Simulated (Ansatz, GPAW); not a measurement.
# Geometry or basis: what sets the conductance of an In chain with a Zn atom on top of one atom, part 3 of 3

Wanted: T(E) of an In chain with a Zn atom on top of one atom at a relaxed geometry in two programs, beside the unrelaxed structure.

GPAW 26.7.0 and Ansatz 0.2.0; Ansatz plane waves; relaxation of the junction with the lead ends held; PAW set soft_1 (the session's first sound run).

So far, transmission at the Fermi level (one spin): step 3 (plane waves, PBE) 1.43; step 4 (GPAW, dzp, PBE, GPAW) 1.43. Also open channels of the lead at the Fermi level (one spin): step 3 3.

## 5. GPAW, szp: basis = "szp(dzp)"

Level of this step: GPAW LCAO, PAW setups; Landauer transmission from Green's functions with principal layers (ASE), zero bias (GPAW).

The second zeta is dropped, the polarisation orbitals stay.

Contents of run.py:

```python
import json
import numpy as np
from ase import Atoms
from ase.transport.calculators import TransportCalculator
from gpaw import GPAW, FermiDirac
from gpaw.lcao.tools import get_lcao_hamiltonian
from scipy.linalg import eigh

# The junction with lead layers at both ends, along the third cell vector
device = Atoms(
    ['In', 'In', 'In', 'In', 'In', 'In', 'In', 'Zn', 'In', 'In', 'In', 'In', 'In', 'In'],
    positions=[
        [4.50000, 4.50000, 1.47500],
        [4.50000, 4.50000, 4.42500],
        [4.50000, 4.50000, 7.37500],
        [4.50000, 4.50000, 10.32500],
        [4.37786, 3.65096, 13.40878],
        [4.36727, 4.44084, 16.49021],
        [3.33963, 3.34128, 19.19929],
        [5.93050, 4.02312, 19.12712],
        [4.43946, 4.44321, 21.86941],
        [4.29167, 3.68199, 24.94420],
        [4.50000, 4.50000, 28.02500],
        [4.50000, 4.50000, 30.97500],
        [4.50000, 4.50000, 33.92500],
        [4.50000, 4.50000, 36.87500]],
    cell=[[9.0, 0.0, 0.0], [0.0, 9.0, 0.0], [0.0, 0.0, 38.35]],
    pbc=True)

# One principal layer of the lead: the first 3 atoms of the device
lead = Atoms(
    ['In', 'In', 'In'],
    positions=[
        [4.50000, 4.50000, 1.47500],
        [4.50000, 4.50000, 4.42500],
        [4.50000, 4.50000, 7.37500]],
    cell=[[9.0, 0.0, 0.0], [0.0, 9.0, 0.0], [0.0, 0.0, 8.85]],
    pbc=True)

settings = dict(mode='lcao', basis='szp(dzp)', xc='PBE', h=0.2,
                occupations=FermiDirac(0.1), maxiter=250,
                mixer=dict(beta=0.1, nmaxold=8, weight=100.0),
                convergence=dict(density=0.0001))
energies = np.arange(-2, 2 + 1e-9, 0.025)
eta = 0.0001
n1, n2 = 1, 1
# k and -k transmit alike, so half of the mesh across the current serves
mesh = [(i, j) for i in range(n1) for j in range(n2) if (i, j) <= (-i % n1, -j % n2)]
weights = np.array([1 if (i, j) == (-i % n1, -j % n2) else 2 for i, j in mesh]) / (n1 * n2)

# [... helper functions left out ...]
fermi_lead = ground_state(lead, (1, 1, 13), 'lead.txt')
fermi_device = ground_state(device, (1, 1, 2), 'device.txt')
# [... loop over the mesh left out, but for ...]
        # Shift the lead onto the potential of the device's first layer
        shift = ((H[:, 0, 0] - H0[:, 0, 0]) / S0[0, 0]).real.mean()
# [...]
kT = 8.617333e-5 * 300
bias = [0.1, 0.2, 0.5, 1.0, 1.5, 2.0]
# [... integrals and printing left out ...]
```

Run with:

```bash
$ OMP_NUM_THREADS=1 OPENBLAS_NUM_THREADS=1 python run.py
```

Numbers of over 12 decimals in the logs are rounded to 6 here.

The log of the run:

```text
basis functions: device 194, principal layer 42
Fermi level: lead -2.3506 eV, device -2.2124 eV; lead shifted by -0.0056 eV
largest coupling past the next layer 1.86e-06 eV, largest misfit of the first layer 0.032 eV
  E-E_F (eV)   T (one spin)  channels
    -2.000    9.8215e-10    0.0000
    -1.975    6.1360e-10    0.0000
    -1.950    4.1884e-10    0.0000
[...]
1.975    2.1209e+00    3.0000
     2.000    2.0384e+00    3.0000
conductance at 300 K: 1.4431 G0 a cell; thermopower -16.83 uV/K
current from the zero-bias T(E) at 0.1 V: 11.113 uA
current from the zero-bias T(E) at 0.2 V: 21.88 uA
current from the zero-bias T(E) at 0.5 V: 53.358 uA
current from the zero-bias T(E) at 1.0 V: 113.07 uA
current from the zero-bias T(E) at 1.5 V: 164.28 uA
current from the zero-bias T(E) at 2.0 V: 216.02 uA
```

The job ended after 73 s (1 thread of Arm Neoverse V1, shared host; peak memory 1.3 GiB).

Numbers from this step:

* conductance: 1.443 G₀
* largest coupling past the next principal layer: 1.86e-6 eV
* largest misfit of the first principal layer: 0.03223 eV
* shift that aligns the lead: -0.005558 eV
* basis functions of the junction: 194
* basis functions of a principal layer: 42
* transmission at the Fermi level (one spin): 1.471

The conductance, 1.44 G₀, lies 3.0 % above that of the dzp run.

## 6. GPAW, sz: basis = "sz(dzp)"

One function for each valence shell of the setup, as for a first survey of a large system.

Changes to run.py since step 5:

```diff
@@ -39,3 +39,3 @@
 
-settings = dict(mode='lcao', basis='szp(dzp)', xc='PBE', h=0.2,
+settings = dict(mode='lcao', basis='sz(dzp)', xc='PBE', h=0.2,
                 occupations=FermiDirac(0.1), maxiter=250,
```

The log of the run:

```text
basis functions: device 126, principal layer 27
Fermi level: lead -2.2681 eV, device -2.1366 eV; lead shifted by -0.0087 eV
largest coupling past the next layer 1.93e-06 eV, largest misfit of the first layer 0.039 eV
  E-E_F (eV)   T (one spin)  channels
    -2.000    9.4316e-02    1.0000
    -1.975    8.0254e-02    1.0000
    -1.950    6.5768e-02    1.0000
[...]
1.975    2.4045e+00    3.0000
     2.000    2.3237e+00    3.0000
conductance at 300 K: 1.4684 G0 a cell; thermopower -14.28 uV/K
current from the zero-bias T(E) at 0.1 V: 11.312 uA
current from the zero-bias T(E) at 0.2 V: 22.274 uA
current from the zero-bias T(E) at 0.5 V: 53.618 uA
current from the zero-bias T(E) at 1.0 V: 110.68 uA
current from the zero-bias T(E) at 1.5 V: 161.66 uA
current from the zero-bias T(E) at 2.0 V: 211.45 uA
```

Run time: 44 s. Hardware: 1 thread; peak memory 1.2 GiB.

Numbers from this step:

| Quantity | Value |
| --- | --- |
| conductance | 1.468 G₀ |
| largest coupling past the next principal layer | 1.93e-6 eV |
| largest misfit of the first principal layer | 0.03944 eV |
| shift that aligns the lead | -0.008720 eV |
| basis functions of the junction | 126 |
| basis functions of a principal layer | 27 |
| transmission at the Fermi level (one spin) | 1.494 |

The conductance, 1.47 G₀, lies 4.8 % above that of the dzp run.

## 7. revPBE in the dzp basis: xc = "revPBE"

Back in the dzp basis, the functional changes from PBE to revPBE, to set the spread between functionals beside that between bases.

Changes to run.py since step 6:

```diff
@@ -39,3 +39,3 @@
 
-settings = dict(mode='lcao', basis='sz(dzp)', xc='PBE', h=0.2,
+settings = dict(mode='lcao', basis='dzp', xc='revPBE', h=0.2,
                 occupations=FermiDirac(0.1), maxiter=250,
```

The log of the run:

```text
basis functions: device 320, principal layer 69
Fermi level: lead -2.0990 eV, device -1.9788 eV; lead shifted by -0.0056 eV
largest coupling past the next layer 1.88e-06 eV, largest misfit of the first layer 0.029 eV
  E-E_F (eV)   T (one spin)  [channel counts left out]
    -2.000    2.7621e-02
    -1.975    1.2380e-02
    -1.950    1.4097e-07
[...]
1.975    2.0461e+00
     2.000    1.9662e+00
conductance at 300 K: 1.3857 G0 a cell; thermopower -17.94 uV/K
current from the zero-bias T(E) at 0.1 V: 10.679 uA
current from the zero-bias T(E) at 0.2 V: 21.068 uA
current from the zero-bias T(E) at 0.5 V: 51.9 uA
current from the zero-bias T(E) at 1.0 V: 111.09 uA
current from the zero-bias T(E) at 1.5 V: 158.44 uA
current from the zero-bias T(E) at 2.0 V: 211.68 uA
```

Wall time 1.7 min (1 thread); peak memory 1.3 GiB.

This step gave:

- conductance: 1.386 G₀
- largest coupling past the next principal layer: 1.88e-6 eV
- largest misfit of the first principal layer: 0.02889 eV
- shift that aligns the lead: -0.005593 eV
- basis functions of the junction: 320
- basis functions of a principal layer: 69
- transmission at the Fermi level (one spin): 1.410

The conductance, 1.39 G₀, lies 1.1 % below that of the dzp run.

## 8. The structure as built: geometry = "as built"

The dzp basis with PBE on the structure as first built shows what the relaxation was worth.

Changes to run.py since step 7:

```diff
@@ -16,8 +16,8 @@
         [4.50000, 4.50000, 10.32500],
-        [4.37786, 3.65096, 13.40878],
-        [4.36727, 4.44084, 16.49021],
-        [3.33963, 3.34128, 19.19929],
-        [5.93050, 4.02312, 19.12712],
-        [4.43946, 4.44321, 21.86941],
-        [4.29167, 3.68199, 24.94420],
+        [4.50000, 4.50000, 13.27500],
+        [4.50000, 4.50000, 16.22500],
+        [4.50000, 4.50000, 19.17500],
+        [7.16330, 4.50000, 19.17500],
+        [4.50000, 4.50000, 22.12500],
+        [4.50000, 4.50000, 25.07500],
         [4.50000, 4.50000, 28.02500],
@@ -39,3 +39,3 @@
 
-settings = dict(mode='lcao', basis='dzp', xc='revPBE', h=0.2,
+settings = dict(mode='lcao', basis='dzp', xc='PBE', h=0.2,
                 occupations=FermiDirac(0.1), maxiter=250,
```

The log of the run:

```text
basis functions: device 320, principal layer 69
Fermi level: lead -2.2014 eV, device -2.1504 eV; lead shifted by -0.0068 eV
largest coupling past the next layer 1.88e-06 eV, largest misfit of the first layer 0.009 eV
  E-E_F (eV)   T (one spin)  channels
    -2.000    4.9514e-01    1.0000
    -1.975    2.4081e-04    0.0000
    -1.950    4.5053e-05    0.0000
[...]
1.975    2.8930e+00    3.0000
     2.000    2.8882e+00    3.0000
conductance at 300 K: 1.864 G0 a cell; thermopower -4.844 uV/K
current from the zero-bias T(E) at 0.1 V: 14.414 uA
current from the zero-bias T(E) at 0.2 V: 28.625 uA
current from the zero-bias T(E) at 0.5 V: 67.534 uA
current from the zero-bias T(E) at 1.0 V: 133.59 uA
current from the zero-bias T(E) at 1.5 V: 206.55 uA
current from the zero-bias T(E) at 2.0 V: 281.9 uA
```

Elapsed: 78 s, on 1 thread; peak memory 1.3 GiB.

Numbers from this step:

```yaml
conductance: 1.864 G₀
largest_misfit_of_the_first_principal_layer: 0.009268 eV
shift_that_aligns_the_lead: -0.006781 eV
transmission_at_the_fermi_level_one_spin: 1.872
```

One spin. Transmission, zone mean against energy, zero at the Fermi level:

| energy (eV) | transmission, zone mean |
| --- | --- |
| -2.0000 | 0.495 |
| -1.7500 | 8.9e-9 |
| -1.5000 | 8.8e-9 |
| -1.2500 | 0.939 |
| -1.0000 | 0.990 |
| -0.7500 | 0.994 |
| -0.5000 | 0.996 |
| -0.2500 | 0.996 |
| 0.0000 | 1.87 |
| 0.2500 | 2.17 |
| 0.5000 | 2.64 |
| 0.7500 | 2.86 |
| 1.0000 | 2.92 |
| 1.2500 | 2.93 |
| 1.5000 | 2.93 |
| 1.7500 | 2.92 |
| 2.0000 | 2.89 |

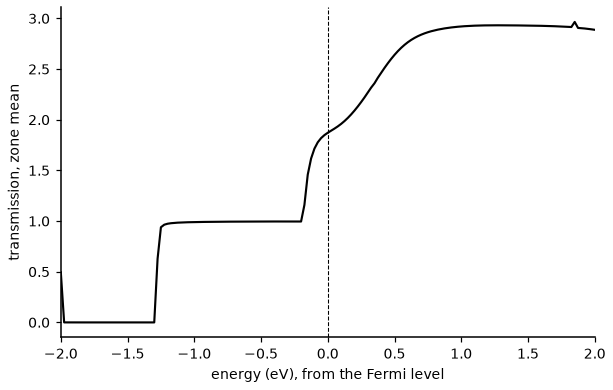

Transmission, zone mean, plotted against energy.

The conductance, 1.86 G₀, lies 33 % above that of the dzp run.

## 9. The ladder

Times are wall times on the hardware named with each run. The runs compared:

```
no.         run  conductance (G₀)     time  memory (GiB)
  1      pw PBE             1.409  1.8 min           3.7
  2         dzp             1.401     94 s           1.3
  3         szp             1.443     73 s           1.3
  4          sz             1.468     44 s           1.2
  5  dzp revPBE             1.386  1.7 min           1.3
  6     asbuilt             1.864     78 s           1.3
```

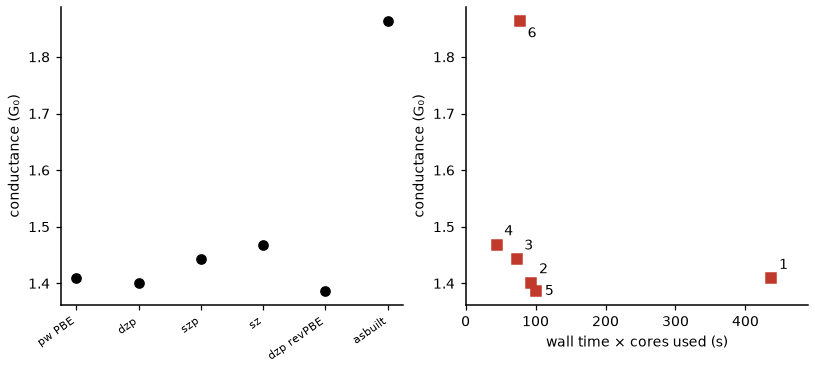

The series as plots; the last panel sets the first result against cost, with the runs numbered as in the table.

## 10. Comparison

The curves are compared point by point over the common energies.

This step: comparison of transmission and cost over codes, levels and geometry; PAW set soft_1 (GPAW 26.7.0).

Ladder, by row:

```
      step    code  T at the Fermi level (sum over the listed spins)  conductance (G0)  r.m.s. T(E) from the first  wall time (s)  peak memory (GiB)  threads
    pw-pbe  Ansatz                                              1.43             1.409                           0          109.3              3.715        4
       dzp    GPAW                                             1.428             1.401                       0.126           94.1                1.3        1
       szp    GPAW                                             1.471             1.443                      0.1889          72.85               1.27        1
        sz    GPAW                                             1.494             1.468                      0.2362          44.26               1.16        1
dzp-revPBE    GPAW                                              1.41             1.386                       0.122          100.2                1.3        1
   asbuilt    GPAW                                             1.872             1.864                      0.4927          77.74               1.31        1
```

The transmission, zone mean, sum over the listed spins by energy, zero at the Fermi level:

```csv
energy (eV),pw-pbe,dzp,szp,sz,dzp-revPBE,asbuilt
-2.0000,0.00227,0.0140,9.8e-10,0.0943,0.0276,0.495
-1.7500,0,2.9e-10,1.0e-10,1.8e-9,3.9e-10,8.9e-9
-1.5000,0,4.2e-10,2.1e-10,6.7e-10,5.3e-10,8.8e-9
-1.2500,0.00875,0.0684,1.6e-7,5.6e-6,0.0910,0.939
-1.0000,0.193,0.196,0.235,0.232,0.208,0.990
-0.7500,0.276,0.281,0.345,0.298,0.297,0.994
-0.5000,0.624,0.621,0.684,0.573,0.662,0.996
-0.2500,0.988,0.982,0.981,0.972,0.982,0.996
0.0000,1.43,1.43,1.47,1.49,1.41,1.87
0.2500,1.90,1.84,1.84,1.79,1.81,2.17
0.4000,2.52,2.36,2.27,2.15,2.35,2.46
0.4500,2.19,2.56,2.49,2.35,2.55,2.56
0.5000,1.78,2.34,2.64,2.54,2.28,2.64
0.5500,1.80,1.92,2.51,2.62,1.88,2.71
0.7500,2.39,2.18,1.99,1.89,2.19,2.86
1.0000,2.81,2.73,2.69,2.66,2.74,2.92
1.2500,2.87,2.84,2.82,2.83,2.83,2.93
1.3000,2.86,2.83,2.83,2.83,2.83,2.93
1.3750,2.84,2.82,2.82,2.84,2.82,2.93
1.5000,2.75,2.76,2.77,2.82,2.75,2.93
1.7500,2.48,2.59,2.61,2.71,2.58,2.92
2.0000,1.69,1.98,2.04,2.32,1.97,2.89
```

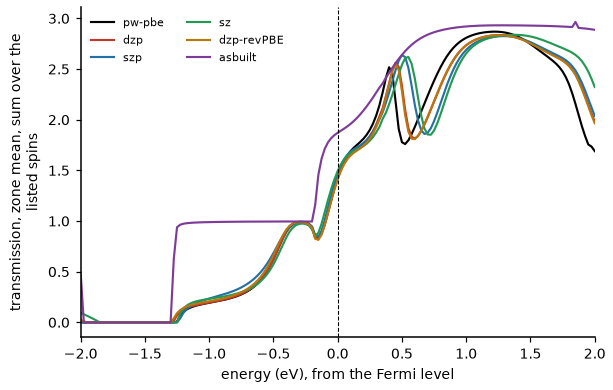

Transmission, zone mean, sum over the listed spins, plotted against energy.

## 11. Potential alignment off

Without the shift, lead and junction are matched by their Fermi levels alone.

This step: GPAW LCAO, PAW setups; Landauer transmission from Green's functions with principal layers (ASE), zero bias (GPAW 26.7.0).

Changes to run.py since step 8:

```diff
@@ -16,8 +16,8 @@
         [4.50000, 4.50000, 10.32500],
-        [4.50000, 4.50000, 13.27500],
-        [4.50000, 4.50000, 16.22500],
-        [4.50000, 4.50000, 19.17500],
-        [7.16330, 4.50000, 19.17500],
-        [4.50000, 4.50000, 22.12500],
-        [4.50000, 4.50000, 25.07500],
+        [4.37786, 3.65096, 13.40878],
+        [4.36727, 4.44084, 16.49021],
+        [3.33963, 3.34128, 19.19929],
+        [5.93050, 4.02312, 19.12712],
+        [4.43946, 4.44321, 21.86941],
+        [4.29167, 3.68199, 24.94420],
         [4.50000, 4.50000, 28.02500],
@@ -54,4 +54,4 @@
 # [... loop over the mesh left out, but for ...]
-        # Shift the lead onto the potential of the device's first layer
-        shift = ((H[:, 0, 0] - H0[:, 0, 0]) / S0[0, 0]).real.mean()
+        # Lead and device are aligned by their Fermi levels alone
+        shift = 0.0
 # [...]
```

The log of the run:

```text
basis functions: device 320, principal layer 69
Fermi level: lead -2.2014 eV, device -2.0831 eV; lead shifted by 0.0000 eV
largest coupling past the next layer 1.88e-06 eV, largest misfit of the first layer 0.022 eV
  E-E_F (eV)   T (one spin)  channels
    -2.000    1.7780e-02    1.0000
    -1.975    3.6026e-03    1.0000
    -1.950    2.2272e-08    0.0000
    -1.925    5.3394e-09    0.0000
    -1.900    2.3243e-09    0.0000
    -1.875    1.2919e-09    0.0000
    -1.850    8.2758e-10    0.0000
    -1.825    5.8398e-10    0.0000
    -1.800    4.4308e-10    0.0000
    -1.775    3.5625e-10    0.0000
    -1.750    3.0072e-10    0.0000
    -1.725    2.6484e-10    0.0000
    -1.700    2.4229e-10    0.0000
    -1.675    2.2960e-10    0.0000
    -1.650    2.2494e-10    0.0000
    -1.625    2.2757e-10    0.0000
[...]
1.825    2.5021e+00    3.0000
     1.850    2.4547e+00    3.0000
     1.875    2.3928e+00    3.0000
     1.900    2.3205e+00    3.0000
     1.925    2.2382e+00    3.0000
     1.950    2.1505e+00    3.0000
     1.975    2.0628e+00    3.0000
     2.000    1.9807e+00    3.0000
conductance at 300 K: 1.3955 G0 a cell; thermopower -18.81 uV/K
current from the zero-bias T(E) at 0.1 V: 10.75 uA
current from the zero-bias T(E) at 0.2 V: 21.205 uA
current from the zero-bias T(E) at 0.5 V: 52.373 uA
current from the zero-bias T(E) at 1.0 V: 111.69 uA
current from the zero-bias T(E) at 1.5 V: 158.67 uA
current from the zero-bias T(E) at 2.0 V: 211.61 uA
```

The job ended after 94 s (1 thread; peak memory 1.3 GiB).

This step gave:

```
conductance                                 : 1.395 G₀
largest misfit of the first principal layer : 0.02178 eV
shift that aligns the lead                  : 0 eV
transmission at the Fermi level (one spin)  : 1.424
```

One spin. Transmission, zone mean against energy, zero at the Fermi level:

| energy (eV) | transmission, zone mean |
| --- | --- |
| -2.000 | 0.0178 |
| -1.800 | 4.4e-10 |
| -1.600 | 2.4e-10 |
| -1.400 | 1.3e-9 |
| -1.200 | 0.129 |
| -1.000 | 0.200 |
| -0.800 | 0.257 |
| -0.600 | 0.417 |
| -0.400 | 0.888 |
| -0.200 | 0.941 |
| 0.000 | 1.42 |
| 0.200 | 1.77 |
| 0.400 | 2.36 |
| 0.450 | 2.56 |
| 0.600 | 1.81 |
| 0.800 | 2.33 |
| 1.000 | 2.74 |
| 1.200 | 2.83 |
| 1.250 | 2.83 |
| 1.400 | 2.81 |
| 1.600 | 2.69 |
| 1.800 | 2.54 |
| 2.000 | 1.98 |

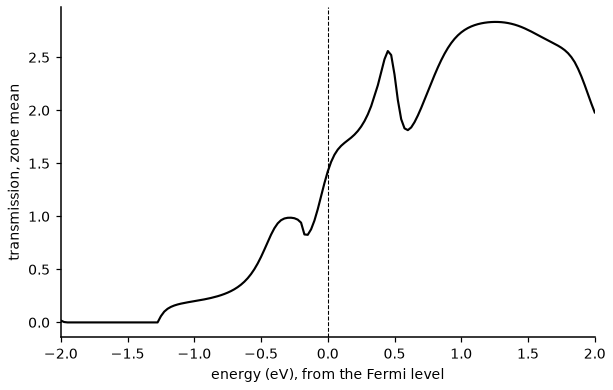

Transmission, zone mean, plotted against energy.

Crossings of the lead's bands, unfolded to its shortest repeat. The open channels, zone mean by energy, zero at the Fermi level:

```csv
energy (eV),"open channels, zone mean"
-2.000,1
-1.500,0
-1.000,1
-0.500,1
0.000,3
0.500,3
1.000,3
1.500,3
2.000,3
```

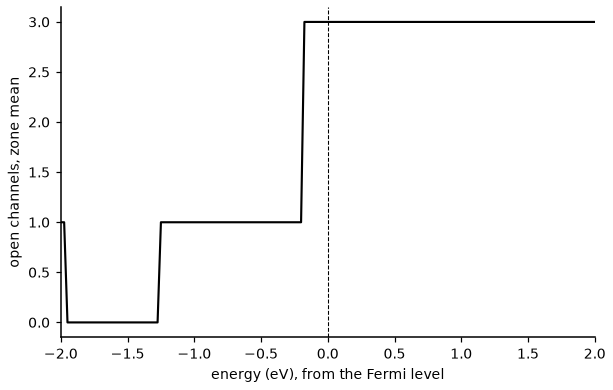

Open channels, zone mean, plotted against energy.

Not self-consistent under bias; the bias window is split evenly. Current through one cell, from the zero-bias transmission against bias:

```
bias (V)  current through one cell, from the zero-bias transmission (μA)
   0.100                                                            10.7
   0.200                                                            21.2
   0.500                                                            52.4
   1.000                                                             112
   1.500                                                             159
   2.000                                                             212
```

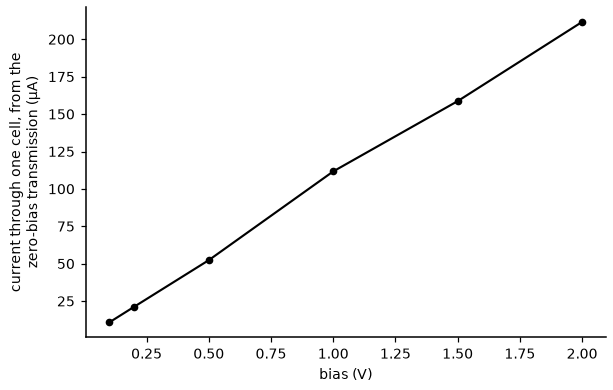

Current through one cell, from the zero-bias transmission against bias.

Transmission of the three most open eigenchannels against energy, zero at the Fermi level:

```
energy (eV)  channel 1  channel 2  channel 3
     -2.000     0.0178          0          0
     -1.500    4.0e-10          0          0
     -1.000      0.200          0          0
     -0.500      0.618          0          0
      0.000      0.889      0.446     0.0891
      0.500      0.871      0.817      0.651
      1.000      0.991      0.920      0.825
      1.500      0.999      0.924      0.836
      2.000      0.952      0.610      0.418
```

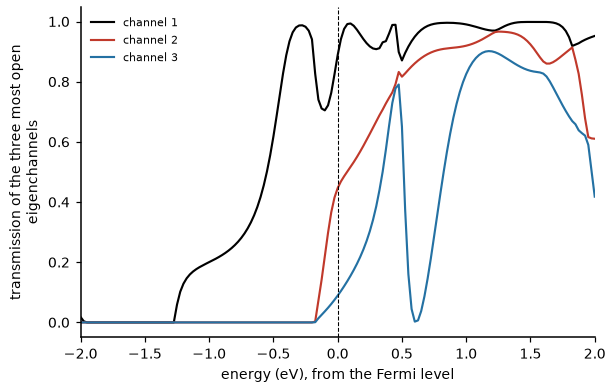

Transmission of the three most open eigenchannels against energy.

The conductance, 1.40 G₀, lies 0.4 % below that of the dzp run.

## 12. Summary of results

```yaml
conductance: 1.40 G₀
transmission_at_the_fermi_level_mean_of_the_spins: 1.43
open_channels_of_the_lead_there: 3
```

What this shows: In the dzp basis the junction conducts 1.40 G₀ at 300 K, with T = 1.43 a spin at the Fermi level; the sz basis reaches that conductance within 10 %. Relaxation moved atoms by up to 1.6 Å and took the conductance from 1.86 to 1.40 G₀, as a ratio a larger change than the step from dzp to the minimal basis. Plane waves (PBE) give T = 1.43 there. The scatterer reflects about 52 % of the incoming channels at the Fermi level. At the Fermi level the three most open eigenchannels pass 0.89, 0.45 and 0.092. Measured against the first run (pw-pbe), the nearest curve is that of dzp-revPBE (r.m.s. 0.12) and the farthest that of asbuilt (0.49). Over the compared runs wall time goes from 44 s (sz) to 109 s (pw-pbe), on a shared host; the plane-wave run used 4 threads and the orbital runs 1. Moves of this size go well beyond a change of bond lengths: the free chain atoms or the scatterer took up a new arrangement, and the name in the title describes the start. The leads kept an estimated spacing and the cell its length, so the junction may be under some tension or compression. The run had no spin polarisation, so a magnetic state, which chains and small molecules with open shells often have, wasn't tested. Spin-orbit coupling is left out, which matters for the heavy atoms here. An evenly spaced straight chain is an idealisation: free chains tend to dimerise, zigzag or, where a band edge lies near the Fermi level, turn magnetic. The currents use the zero-bias T(E) throughout, which holds only while the bias is small against the distance to the nearest feature. The thermopower isn't quoted: it samples T(E) farther from the Fermi level than the conductance does, and the energy grid wasn't tested for it.

[Logs are printed without paths, hosts, clocks, repeated set-up lines and the standing remarks that a program may print on its own settings, such as how far it seeks lower states.]

[Hosts, paths, dates, database ids (printed as entryN), source tags and the programs' standing remarks are cut or masked in the printed files.]
